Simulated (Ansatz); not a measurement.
# MP2/STO-3G run of SiCl2 (SMILES Cl[Si]Cl)

Aim: the electronic atomisation energy of SiCl2 at MP2/STO-3G, from 3 runs. 

The results are computed with Ansatz 0.2.0.

39 further runs of the same task are left out: 4 that didn't finish, 35 set aside as unsound or not needed.

### Step 1. Starting point

SiCl2: 3 atoms, total charge 0, spin state singlet. As SMILES, `Cl[Si]Cl`. The shape is that of a GFN2-xTB optimisation.

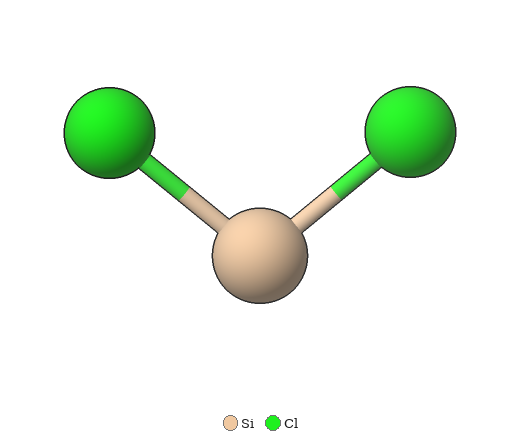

The structure, seen from a chosen angle (silicon light orange, chlorine green).

### Step 2. The energy at MP2/STO-3G

Contents of run.yaml:

```yaml
crystal:
  periodic: [false, false, false]
  atoms:
    - {symbol: Si, position_ang: [0.005140, -0.006950, -0.869340]}
    - {symbol: Cl, position_ang: [1.581630, -0.018940, 0.444080]}
    - {symbol: Cl, position_ang: [-1.586770, 0.025890, 0.425270]}
basis:
  gaussian:
    orbitals: STO-3G
total_charge: 0
correlation:
  method: mp2
  frozen_orbitals: {Cl: 5, Si: 5}
accuracy: high
```

Started as:

```console
$ ansatz run run.yaml --threads 1 --pin off --max-ram 2610MiB --events-out events.jsonl --progress --plain --runs-dir runs
```

The program printed:

```text
Warning: RAYON_NUM_THREADS=1 ignored (pool sized by the plan → 1); use --threads N
Functional definition: HF
  name "HF"
  exchange = exact_x
  correlation = 0
487 factors; integrals over basis functions are off by at most 1.5e-8 eV
mean field evaluation 1: about -32511.5212 eV, gradient 1.7e1 eV
mean field evaluation 2: about -32511.5713 eV, gradient 1.7e1 eV
mean field evaluation 4: about -32513.3127 eV, gradient 5.7e-1 eV
mean field evaluation 8: about -32513.3144 eV, gradient 6.5e-6 eV
mean field -32513.31441033 eV, -1194.8422662637 hartree, gradient 5.6e-9 eV, S^2 0.000000; 0 other end points of the search recorded, 0 dependent functions left out
15 core orbitals not correlated: weight in the atoms' cores, before any rotation towards them, 1.000 or more for the frozen orbitals, at most 0.000 for the correlated occupied ones
reference -32513.31441033 eV, -1194.8422662637 hartree; 9, 9 occupied and 3, 3 virtual orbitals, 487 factors
second order -1.02661237 eV of doubles, -0.00000000 eV of singles
Total energy: -32514.34102271 eV, -1194.8799935725 hartree
```

It took 0.22 s on 1 thread of Arm Neoverse V1, shared host.

### Step 3. The Cl atom at the same level

Contents of in.yaml:

```yaml
crystal:
  periodic: [false, false, false]
  atoms:
    - {symbol: Cl, position_ang: [0.000000, 0.000000, 0.000000]}
basis:
  gaussian:
    orbitals: STO-3G
magnetization:
  spin_polarized: true
  initial_magnetization: 1
correlation:
  method: mp2
  frozen_orbitals: {Cl: 5}
accuracy: high
```

Run the same way, it converges to -454.54219 Eh (log not shown).

### Step 4. The Si atom, same level

Contents of in.yaml:

```yaml
crystal:
  periodic: [false, false, false]
  atoms:
    - symbol: Si
      position_ang: [0.000000, 0.000000, 0.000000]
basis:
  gaussian:
    orbitals: STO-3G
magnetization:
  spin_polarized: true
  initial_magnetization: 2
correlation:
  method: mp2
  frozen_orbitals: {Si: 5}
accuracy: high
```

Run the same way, it converges to -285.47352 Eh (log not shown).

### Step 5. Summary of results

At MP2/STO-3G, 15 core orbitals frozen:

| quantity | value |
| --- | --- |
| molecule: total energy | -1194.87999 Eh |
| molecule: correlation energy (15 core orbitals frozen) | -37.7 mEh |
| Cl atom: total energy | -454.54219 Eh |
| Cl atom: correlation energy (5 core orbitals frozen) | 0.0 mEh |
| Cl atom: ⟨S²⟩ of the reference determinant | 0.750 |
| Si atom: total energy | -285.47352 Eh |
| Si atom: correlation energy (5 core orbitals frozen) | -7.3 mEh |
| Si atom: ⟨S²⟩ of the reference determinant | 2.000 |
| electronic atomisation energy | 8.765 eV |

In words: Taking the molecule apart into free atoms costs 8.76 eV (846 kJ/mol), before zero-point energy and without spin-orbit coupling. In a minimal basis such a difference can be off by several eV, whatever the method.
